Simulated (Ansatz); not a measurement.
The boundary is one mirror-built cell; no search for the lowest one was made.

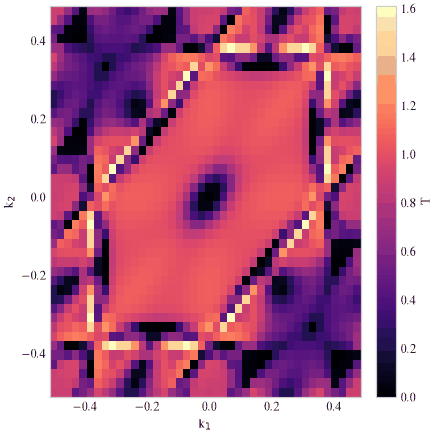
Figure. Transmission at the Fermi level over the two-dimensional zone; PBE in Ansatz (a quantum-chemistry and plane-wave program)

The map is at the Fermi level alone, on a potential converged at a Fermi-Dirac width of 0.05 eV. Resistances leave out the leads' Sharvin resistance. Spin-orbit coupling is left out.

### Question
The junction is: Σ3 (111) symmetric tilt boundary in fcc Ir, with one B atom a cell (6.5 Å²) in the boundary. What is its mean over the zone, and how much of the current passes where both |k₁| and |k₂| are under 0.15?

### Answer
The mean is 0.73 a cell and spin; 11 % of the sum lies near the centre.
